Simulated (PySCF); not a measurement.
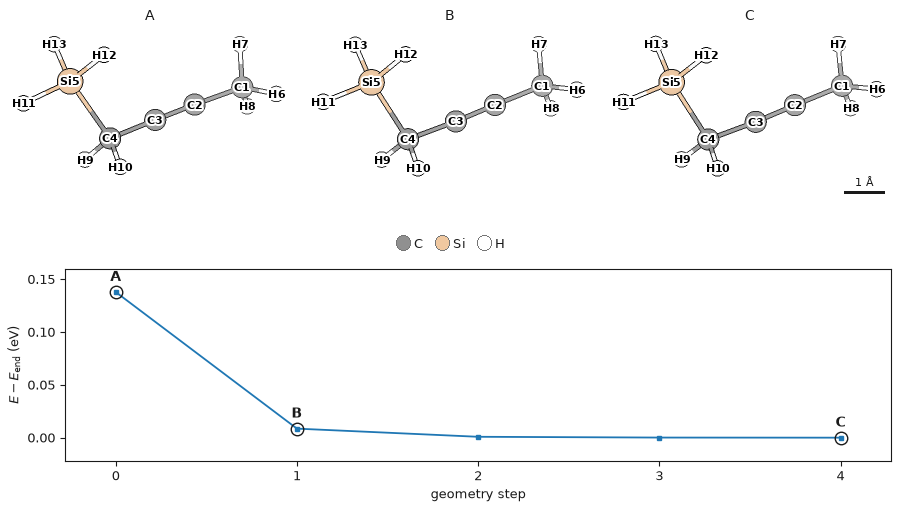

Frames of a relaxation of C4H8Si, marked on the history of the run. The picture is a ball-and-stick view, seen at a tilt.

The start comes from GFN2-xTB. Its atoms were then displaced at random by about 0.01 Å.

Method: PySCF 2.14.0, density-fitted response routines, PBE0-D3(BJ)/def2-SVP geometry optimisation, gas phase. 

Q: Describe the path.

A: After 4 geometry steps the energy has fallen by 0.138 eV. The atom that moves furthest after the best rigid fit is H6 (0.13 Å). By element the largest moves are H 0.13 Å, C 0.06 Å, Si 0.04 Å. Among the contacts that change: C3–C4 1.396 → 1.452 Å, C4–Si5 1.935 → 1.899 Å, C1–H8 1.067 → 1.101 Å, Si5–H13 1.461 → 1.493 Å. Among the angles between lasting bonds that change: H6–C1–H8 110.9° → 107.6°, C2–C1–H7 108.7° → 111.4°. From step 0 to 1: H6 moves most (0.12 Å), energy −0.129 eV. From step 1 to 4: H12 moves most (0.03 Å), energy −0.009 eV.
